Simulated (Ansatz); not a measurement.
# AlClH5NOSi: molecular dynamics

Purpose: to follow the molecule's vibrations and see whether its bonds hold. The start is relaxed first. Runs: 300 steps of 1 fs under a Langevin thermostat at 500 K.

Method: RKS PBE-D4/6-31G, in Ansatz 0.2.0.

### 1 The system as given

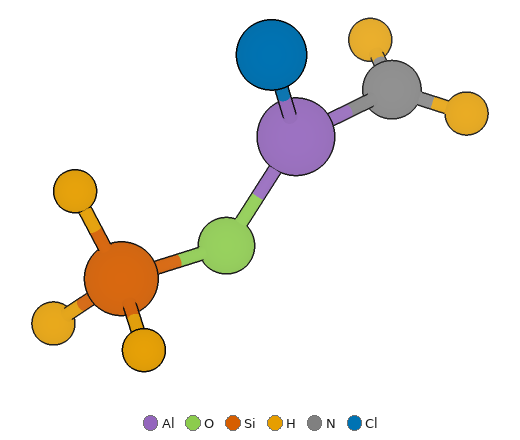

The starting structure, seen from a free direction (aluminium purple, oxygen green, silicon orange, hydrogen amber, nitrogen grey, chlorine blue).

Coordinates:

```xyz
10

Al    0.0000    0.0000    0.0000
O     0.0000    0.0000    1.7800
Si   -1.3147   -0.4067    2.7436
H    -2.2390   -1.2403    1.9804
H    -0.8506   -1.1432    3.9157
H    -1.9987    0.8095    3.1733
N     1.6627    0.0000   -0.9600
H     2.1293   -0.9179   -1.2118
H     2.1141    0.9179   -1.2382
Cl   -1.9312    0.0000   -1.1150
```

### 2 Preparing the start

The input, input.yaml:

```yaml
crystal:
  periodic: [false, false, false]
  atoms:
    - { symbol: Al, position_ang: [0.0, 0.0, 0.0] }
    - { symbol: O, position_ang: [0.0, 0.0, 1.78] }
    - { symbol: Si, position_ang: [-1.3147, -0.4067, 2.7436] }
    - { symbol: H, position_ang: [-2.239, -1.2403, 1.9804] }
    - { symbol: H, position_ang: [-0.8506, -1.1432, 3.9157] }
    - { symbol: H, position_ang: [-1.9987, 0.8095, 3.1733] }
    - { symbol: "N", position_ang: [1.6627, 0.0, -0.96] }
    - { symbol: H, position_ang: [2.1293, -0.9179, -1.2118] }
    - { symbol: H, position_ang: [2.1141, 0.9179, -1.2382] }
    - { symbol: Cl, position_ang: [-1.9312, 0.0, -1.115] }
basis:
  gaussian: { orbitals: "6-31G" }
hamiltonian:
  xc: pbe
  dispersion: d4
relax:
  f_tol: 0.02
  max_steps: 40
```

Run with:

```sh
ansatz run input.yaml --threads 1 --pin off --max-ram 2048MiB --backend cpu --events-out ev --progress --plain --runs-dir out
```

The program printed, cut to the lines that bear on the results:

```text
Warning: RAYON_NUM_THREADS=1 ignored (pool sized by the plan → 1); use --threads N
[...]
Functional definition: PBE
[...]
847 factors; integrals over basis functions are off by at most 1.7e-4 eV
[...]
mean field -30598.31050764 eV, -1124.4671708761 hartree, gradient 4.2e-6 eV, S^2 0.000000; 0 other end points of the search recorded, 0 dependent functions left out
[...]
reference -30598.31055618 eV, -1124.4671726598 hartree; 32, 32 occupied and 35, 35 virtual orbitals, 847 factors
relax step   1: F+E_penalty+E_count = -30598.53575214 eV  Δ(F+E_penalty+E_count) = +0.000e0 eV  max|allowed force component| = 2.340e0 eV/Å  Δτ_max = 0.0000 Å  (27 SCF iters, accepted)
[...]
relax step   4: F+E_penalty+E_count = -30599.17525829 eV  Δ(F+E_penalty+E_count) = -8.990e-2 eV  max|allowed force component| = 4.045e-1 eV/Å  Δτ_max = 0.2000 Å  (28 SCF iters, accepted)
[...]
relax step   7: F+E_penalty+E_count = -30599.38348596 eV  Δ(F+E_penalty+E_count) = -6.172e-2 eV  max|allowed force component| = 1.052e0 eV/Å  Δτ_max = 0.1937 Å  (27 SCF iters, accepted)
[...]
relax step  10: F+E_penalty+E_count = -30599.51910396 eV  Δ(F+E_penalty+E_count) = -5.771e-3 eV  max|allowed force component| = 6.488e-2 eV/Å  Δτ_max = 0.1191 Å  (27 SCF iters, accepted)
[...]
relax step  13: F+E_penalty+E_count = -30599.52075861 eV  Δ(F+E_penalty+E_count) = +4.950e-5 eV  max|allowed force component| = 2.065e-2 eV/Å  Δτ_max = 0.0260 Å  (27 SCF iters, rejected (line search))
[...]
relax step  14: F+E_penalty+E_count = -30599.52085301 eV  Δ(F+E_penalty+E_count) = -4.491e-5 eV  max|allowed force component| = 8.500e-3 eV/Å  Δτ_max = 0.0127 Å  (21 SCF iters, accepted)
847 factors; integrals over basis functions are off by at most 1.7e-4 eV
mean field -30599.30275442 eV, -1124.5036352727 hartree, gradient 2.4e-5 eV, S^2 0.000000; 1 other end points of the search recorded, 0 dependent functions left out
[...]
reference -30599.30280205 eV, -1124.5036370231 hartree; 32, 32 occupied and 35, 35 virtual orbitals, 847 factors
Total energy: -30599.52090064 eV, -1124.5116519984 hartree
Atom 0 at    -0.097407     0.053443    -0.291215 Å, force    -0.004489    -0.004429     0.004232 eV/Å
Atom 1 at    -0.587150    -0.252578     1.314834 Å, force    -0.000640     0.002633    -0.003374 eV/Å
Atom 2 at    -1.343159    -0.518398     2.825758 Å, force     0.004542    -0.003860     0.003271 eV/Å
Atom 3 at    -2.590197    -1.362721     2.649648 Å, force    -0.001236     0.005877     0.001680 eV/Å
Atom 4 at    -0.382441    -1.247755     3.743882 Å, force     0.001075    -0.000142    -0.000534 eV/Å
Atom 5 at    -1.718472     0.807390     3.458153 Å, force    -0.004257    -0.002985    -0.003054 eV/Å
Atom 6 at     1.605484     0.014436    -0.821900 Å, force     0.003982     0.002487    -0.008500 eV/Å
Atom 7 at     2.387108    -0.191792    -0.203534 Å, force    -0.000373     0.000309     0.001369 eV/Å
Atom 8 at     1.898415     0.196805    -1.779453 Å, force    -0.000153    -0.000917     0.003870 eV/Å
Atom 9 at    -1.600283     0.520470    -1.828172 Å, force     0.001548     0.001026     0.001042 eV/Å
Dipole moment:     0.533142    -0.121348     0.348279 e Å
```

Run time: 66 s. Hardware: 1 thread of Arm Neoverse V1, shared host; peak memory 0.19 GiB.

The steps of the relaxation:

```
step  energy from step 1 (eV)  largest force component (eV/Å)
   1                   0.0000                          2.3403
   2                  -0.4565                          1.3975
   3                  -0.5496                          1.3914
   4                  -0.6395                          0.4045
   5                  -0.7195                          0.5069
   6                  -0.7860                          0.9048
   7                  -0.8477                          1.0521
   8                  -0.9417                          0.3827
   9                  -0.9776                          0.1201
  10                  -0.9834                          0.0649
  11                  -0.9848                          0.0569
  12                  -0.9851                          0.0230
 13x                  -0.9850                          0.0207
  14                  -0.9851                          0.0085
```

Step 1 is the start. 1 step was tried and not accepted (marked x).

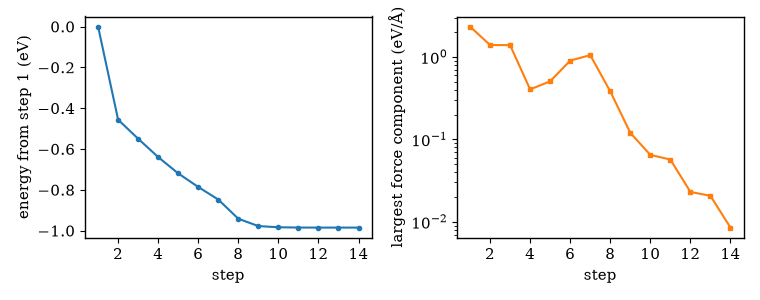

How energy and force went from step to step.

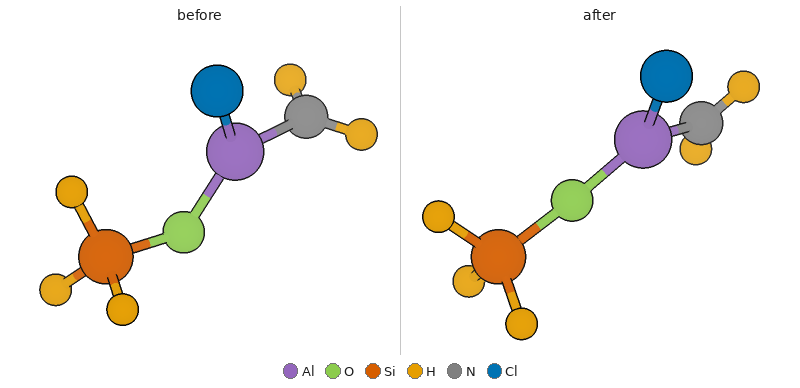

Before and after, at one scale.

After: Bond lengths: Al1–O2 1.707 Å, O2–Si3 1.710 Å, Si3–H4 1.516 Å, Si3–H5 1.516 Å, Si3–H6 1.516 Å, Al1–N7 1.784 Å, N7–H8 1.018 Å, N7–H9 1.018 Å, Al1–Cl10 2.200 Å. Angles: Al1–O2–Si3 170.4°, O2–Al1–N7 123.4°, O2–Al1–Cl10 120.0°, N7–Al1–Cl10 116.7°, O2–Si3–H4 110.3°, O2–Si3–H5 109.3°, O2–Si3–H6 110.0°, H4–Si3–H5 108.9°, H4–Si3–H6 109.4°, H5–Si3–H6 109.0°, Al1–N7–H8 123.8°, Al1–N7–H9 123.4°, H8–N7–H9 112.8°.

### 3 Dynamics

300 steps of 1 fs under a Langevin thermostat at 500 K, from the relaxed start.

The input, input.yaml:

```yaml
crystal:
  periodic: [false, false, false]
  atoms:
    - { symbol: Al, position_ang: [-0.097407, 0.053443, -0.291215] }
    - { symbol: O, position_ang: [-0.58715, -0.252578, 1.314834] }
    - { symbol: Si, position_ang: [-1.343159, -0.518398, 2.825758] }
    - { symbol: H, position_ang: [-2.590197, -1.362721, 2.649648] }
    - { symbol: H, position_ang: [-0.382441, -1.247755, 3.743882] }
    - { symbol: H, position_ang: [-1.718472, 0.80739, 3.458153] }
    - { symbol: "N", position_ang: [1.605484, 0.014436, -0.8219] }
    - { symbol: H, position_ang: [2.387108, -0.191792, -0.203534] }
    - { symbol: H, position_ang: [1.898415, 0.196805, -1.779453] }
    - { symbol: Cl, position_ang: [-1.600283, 0.52047, -1.828172] }
basis:
  gaussian: { orbitals: "6-31G" }
hamiltonian:
  xc: pbe
  dispersion: d4
md:
  timestep: 1.0
  n_steps: 300
  ensemble: nvt_langevin
  temperature: 500.0
  initial_velocities: maxwell_boltzmann
  seed: 952284
  friction: 0.5
```

Run with:

```sh
ansatz run input.yaml --threads 1 --pin off --max-ram 2048MiB --backend cpu --events-out ev --progress --plain --runs-dir out
```

The program printed, cut to the lines that bear on the results:

```text
Warning: RAYON_NUM_THREADS=1 ignored (pool sized by the plan → 1); use --threads N
[...]
Functional definition: PBE
[...]
847 factors; integrals over basis functions are off by at most 1.7e-4 eV
[...]
mean field -30599.30276637 eV, -1124.5036357117 hartree, gradient 2.0e-5 eV, S^2 0.000000; 0 other end points of the search recorded, 0 dependent functions left out
[...]
reference -30599.30281493 eV, -1124.5036374962 hartree; 32, 32 occupied and 35, 35 virtual orbitals, 847 factors
md step     0: t =     0.00 fs  T =   450.0 K  F+E_penalty+E_count = -30599.52086496 eV  E_kin = 0.581670 eV  (26 SCF iters)
[...]
md step    21: t =    21.00 fs  T =   343.2 K  F+E_penalty+E_count = -30599.12735800 eV  E_kin = 0.443592 eV  (28 SCF iters, 3 dispersion substeps)
[...]
md step    42: t =    42.00 fs  T =   526.6 K  F+E_penalty+E_count = -30599.12601282 eV  E_kin = 0.680740 eV  (28 SCF iters, 3 dispersion substeps)
[...]
md step    63: t =    63.00 fs  T =   740.3 K  F+E_penalty+E_count = -30599.22394811 eV  E_kin = 0.956917 eV  (28 SCF iters, 3 dispersion substeps)
[...]
md step    84: t =    84.00 fs  T =   541.6 K  F+E_penalty+E_count = -30599.15830701 eV  E_kin = 0.700055 eV  (28 SCF iters, 3 dispersion substeps)
md step    85: t =    85.00 fs  T =   389.7 K  F+E_penalty+E_count = -30599.11566179 eV  E_kin = 0.503696 eV  (28 SCF iters, 3 dispersion substeps)
```

### 4 More of the same log: dynamics from the start

Output, continued, cut to the lines that bear on the results:

```text
md step    86: t =    86.00 fs  T =   468.7 K  F+E_penalty+E_count = -30599.09048698 eV  E_kin = 0.605906 eV  (27 SCF iters, 3 dispersion substeps)
[...]
md step   113: t =   113.00 fs  T =   517.4 K  F+E_penalty+E_count = -30599.07739949 eV  E_kin = 0.668752 eV  (28 SCF iters, 3 dispersion substeps)
[...]
md step   140: t =   140.00 fs  T =   360.0 K  F+E_penalty+E_count = -30598.80614993 eV  E_kin = 0.465337 eV  (28 SCF iters, 3 dispersion substeps)
[...]
md step   167: t =   167.00 fs  T =   620.3 K  F+E_penalty+E_count = -30599.00657427 eV  E_kin = 0.801805 eV  (28 SCF iters, 3 dispersion substeps)
[...]
md step   194: t =   194.00 fs  T =   563.2 K  F+E_penalty+E_count = -30598.98639234 eV  E_kin = 0.728043 eV  (28 SCF iters, 3 dispersion substeps)
md step   195: t =   195.00 fs  T =   457.7 K  F+E_penalty+E_count = -30598.98115167 eV  E_kin = 0.591669 eV  (28 SCF iters, 3 dispersion substeps)
```

### 5 More of the same log: dynamics from the start

The log, continued, cut to the lines that bear on the results:

```text
md step   196: t =   196.00 fs  T =   420.8 K  F+E_penalty+E_count = -30598.94238400 eV  E_kin = 0.543946 eV  (28 SCF iters, 3 dispersion substeps)
[...]
md step   218: t =   218.00 fs  T =   596.5 K  F+E_penalty+E_count = -30598.84289048 eV  E_kin = 0.771033 eV  (28 SCF iters, 3 dispersion substeps)
[...]
md step   240: t =   240.00 fs  T =   522.6 K  F+E_penalty+E_count = -30599.00499858 eV  E_kin = 0.675574 eV  (27 SCF iters, 3 dispersion substeps)
[...]
md step   262: t =   262.00 fs  T =   447.3 K  F+E_penalty+E_count = -30599.12872852 eV  E_kin = 0.578208 eV  (28 SCF iters, 3 dispersion substeps)
[...]
md step   299: t =   299.00 fs  T =   330.1 K  F+E_penalty+E_count = -30599.02196619 eV  E_kin = 0.426651 eV  (28 SCF iters, 3 dispersion substeps)
[...]
Atom 0 at     0.007932    -0.202798    -0.255007 Å, force    -0.152558     0.647702    -0.639856 eV/Å
Atom 1 at    -0.363703    -0.350775     1.415829 Å, force    -1.542928    -0.292617     1.507734 eV/Å
Atom 2 at    -1.487802    -0.533282     2.865625 Å, force     1.686674    -0.224335    -2.579315 eV/Å
Atom 3 at    -2.571850    -1.506933     2.616158 Å, force    -0.268470    -0.725772    -0.178676 eV/Å
Atom 4 at    -0.525279    -0.977374     3.872569 Å, force     0.307640    -0.160172     0.825351 eV/Å
Atom 5 at    -2.252843     0.668783     3.133462 Å, force    -0.239234     1.233040     0.336585 eV/Å
Atom 6 at     1.700878    -0.200969    -0.874446 Å, force    -0.474318    -0.032915     0.242798 eV/Å
Atom 7 at     2.499274    -0.442774    -0.279731 Å, force    -0.090387     0.130184    -0.469845 eV/Å
Atom 8 at     1.893641     0.101464    -1.833203 Å, force     0.276534    -0.213226     0.320950 eV/Å
Atom 9 at    -1.500131     0.496340    -1.837823 Å, force     0.497045    -0.361889     0.634274 eV/Å
Dipole moment:     0.364306    -0.252680     0.571628 e Å
```

It took 19 min on 1 thread of Arm Neoverse V1, shared host; peak memory 0.12 GiB.

### 6 What the atoms did

One step in 12; energies are changes from step 0:

```
time (fs)  T (K)  potential energy change (meV/atom)
      0.0    450                                 0.0
     12.0    452                                23.2
     24.0    509                                41.1
     36.0    406                                66.8
     48.0    562                                41.4
     60.0    486                                21.4
     72.0    421                                34.1
     84.0    542                                36.3
     96.0    354                                40.0
    108.0    296                                36.6
    120.0    375                                39.1
    132.0    446                                64.5
    144.0    863                                62.3
    156.0    431                                59.1
    168.0    365                                54.9
    180.0    585                                53.5
    192.0    592                                58.7
    204.0    347                                71.1
    216.0    651                                67.1
    228.0    399                                64.3
    240.0    523                                51.6
    252.0    434                                51.2
    264.0    408                                40.8
    276.0    472                                60.5
    288.0    424                                59.9
    300.0    524                                42.8
```

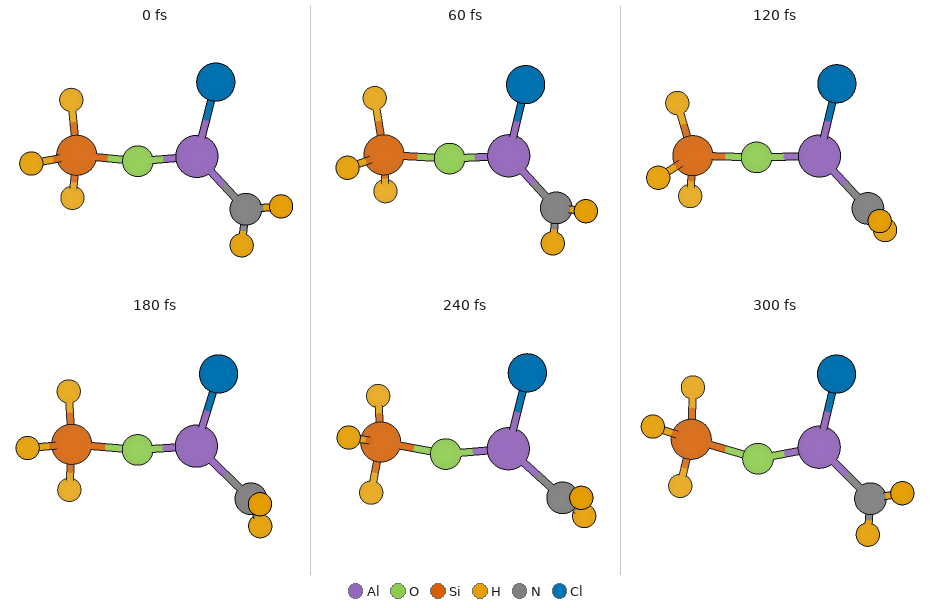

The system at six times, viewed from a chosen angle. Sticks join atoms within a bonding distance in each frame.

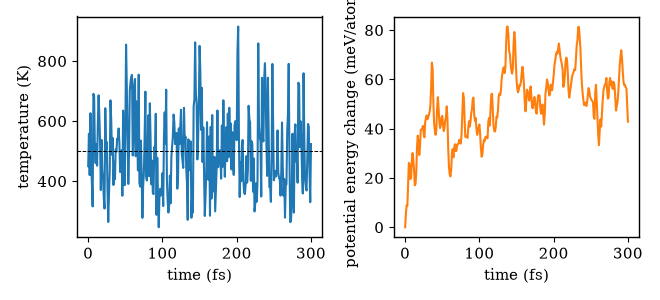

Time series of the run, each on its own scale. The dashed line is the set temperature.

### 7 Frames from the trajectory

Positions (Å) and forces (eV/Å):

```xyz
10
time_fs=38.0 T=497 dE=0.5098
Al   -0.008   -0.005   -0.308   -1.585   -0.086    0.738
O    -0.543   -0.315    1.282   -0.644   -0.483    1.663
Si   -1.347   -0.506    2.867    0.516   -1.754   -1.084
H    -2.585   -1.547    2.741    0.715    1.240   -0.039
H    -0.538   -1.276    3.991   -0.060    0.519   -0.786
H    -1.494    0.897    3.311   -0.526    0.448    0.309
N     1.645   -0.057   -0.823   -0.727    0.898   -1.542
H     2.381   -0.448   -0.303    1.545   -0.420    0.451
H     1.808    0.370   -1.742    0.757   -0.426    0.363
Cl   -1.521    0.525   -1.813    0.009    0.064   -0.072
10
time_fs=75.0 T=431 dE=0.3394
Al   -0.044   -0.057   -0.286    0.983   -0.044    0.251
O    -0.633   -0.371    1.326    1.115    0.181   -2.119
Si   -1.332   -0.526    2.830   -1.001   -0.774    1.183
H    -2.727   -1.129    2.754    0.051   -0.229   -0.163
H    -0.519   -1.530    3.711   -0.193    0.758   -0.235
H    -1.696    0.844    3.348    0.489    0.149    0.365
N     1.709   -0.068   -0.896   -1.059    0.557    0.449
H     2.479   -0.407   -0.336    0.255   -0.300    0.319
H     2.063    0.562   -1.627   -0.450   -0.345    0.011
Cl   -1.457    0.521   -1.851   -0.190    0.048   -0.061
10
time_fs=112.0 T=482 dE=0.4278
Al   -0.017   -0.110   -0.297   -0.046    0.453   -0.497
O    -0.624   -0.319    1.284   -0.313   -0.738    0.882
Si   -1.281   -0.544    2.899    0.105    0.847   -1.055
H    -2.597   -1.296    2.973   -0.228    0.339   -0.350
H    -0.489   -1.441    3.775    0.763   -0.152    0.235
H    -1.301    0.912    3.384   -0.216   -0.480    0.210
N     1.694   -0.064   -0.873   -2.567    2.119   -0.839
H     2.400   -0.654   -0.606    2.403   -1.855    0.976
H     1.988    0.658   -1.541   -0.128   -0.413    0.099
Cl   -1.481    0.541   -1.869    0.227   -0.119    0.339
10
time_fs=150.0 T=851 dE=0.6007
Al   -0.011   -0.060   -0.241   -1.149    0.404   -0.499
O    -0.563   -0.334    1.349   -0.627   -0.388    0.347
Si   -1.374   -0.570    2.869    1.262    1.210   -0.411
H    -2.614   -1.312    2.926   -1.083   -0.705   -0.408
H    -0.403   -1.189    3.759    0.712   -0.775    0.560
H    -1.577    0.746    3.551   -0.251    0.456   -0.133
N     1.623    0.062   -0.913    1.157    0.205    0.680
H     2.379   -0.566   -0.633    0.008   -0.005   -0.144
H     1.994    1.007   -1.073   -0.058   -0.266   -0.455
Cl   -1.457    0.560   -1.843    0.030   -0.135    0.463
10
time_fs=188.0 T=625 dE=0.4577
Al   -0.007   -0.077   -0.221    0.541    0.188   -0.736
O    -0.559   -0.361    1.377   -0.187   -0.117    0.307
Si   -1.345   -0.553    2.930    0.291   -0.848   -0.859
H    -2.566   -1.526    2.729    0.620    0.541    0.245
H    -0.303   -1.184    3.897   -0.492    0.282   -0.279
H    -1.791    0.810    3.382   -0.076    0.085    0.176
N     1.696    0.016   -0.934   -0.517   -2.482    1.896
H     2.459   -0.705   -0.798   -1.066    1.460   -0.240
H     1.908    0.847   -1.425    0.757    0.958   -1.038
Cl   -1.463    0.468   -1.859    0.129   -0.067    0.527
10
time_fs=225.0 T=326 dE=0.6152
Al    0.055   -0.168   -0.206   -0.683    0.532   -0.669
O    -0.548   -0.342    1.391   -0.253   -0.101    0.304
Si   -1.393   -0.540    2.920   -0.461   -0.044   -1.109
H    -2.565   -1.601    2.739    0.695    0.695    0.158
H    -0.307   -1.167    3.776   -0.241    0.258    0.363
H    -2.044    0.848    3.355    0.616   -0.962   -0.123
N     1.693   -0.117   -0.976    0.261   -0.724    0.156
H     2.339   -0.949   -1.020   -0.556    1.575   -0.053
H     1.873    0.701   -1.594    0.255   -1.057    0.285
Cl   -1.472    0.452   -1.817    0.369   -0.172    0.688
10
time_fs=262.0 T=447 dE=0.3921
Al   -0.009   -0.224   -0.200    0.160    0.918   -1.340
O    -0.490   -0.346    1.420   -0.663   -0.288    0.686
Si   -1.458   -0.521    2.864    0.786    0.805   -0.187
H    -2.415   -1.649    2.718   -0.428   -0.310   -0.112
H    -0.442   -0.938    3.936   -0.344    0.296   -0.037
H    -2.227    0.823    3.161    0.499   -0.782   -0.082
N     1.678   -0.112   -0.859   -1.699    1.010   -1.257
H     2.479   -0.644   -0.684    1.611   -1.218    1.070
H     1.832    0.347   -1.774   -0.501   -0.046    0.433
Cl   -1.497    0.493   -1.837    0.578   -0.386    0.825
10
time_fs=300.0 T=524 dE=0.4282
Al    0.008   -0.203   -0.255   -0.153    0.648   -0.640
O    -0.364   -0.351    1.416   -1.543   -0.293    1.508
Si   -1.488   -0.533    2.866    1.687   -0.224   -2.579
H    -2.572   -1.507    2.616   -0.269   -0.726   -0.179
H    -0.525   -0.977    3.873    0.308   -0.160    0.825
H    -2.253    0.669    3.134   -0.239    1.233    0.337
N     1.701   -0.201   -0.874   -0.474   -0.033    0.243
H     2.499   -0.443   -0.280   -0.090    0.130   -0.470
H     1.894    0.102   -1.833    0.277   -0.213    0.321
Cl   -1.500    0.496   -1.838    0.497   -0.362    0.634
```

### 8 Outcome

```
                        quantity                          value
         relaxation of the start       12 moves, 0.985 eV lower
                          length              300 steps of 1 fs
temperature, first and last step                  450 and 524 K
        temperature, second half  mean 498 K, from 264 to 915 K
   potential energy, second half    +57 meV/atom from the start
          bonds formed or broken                              0
```

**Reading.** Against a set 500 K the second half averages 498 K with a spread of 135 K. A friction of 0.5 per fs wipes out velocities within 2 fs: the temperature is held, but the motion is overdamped and says nothing of rates. The bonds all hold. A run of 300 fs with 10 atoms shows the motion but fixes no equilibrium value. The nuclei move classically, without zero-point motion, which matters most for hydrogen. In so small a basis the energies are only a sketch.
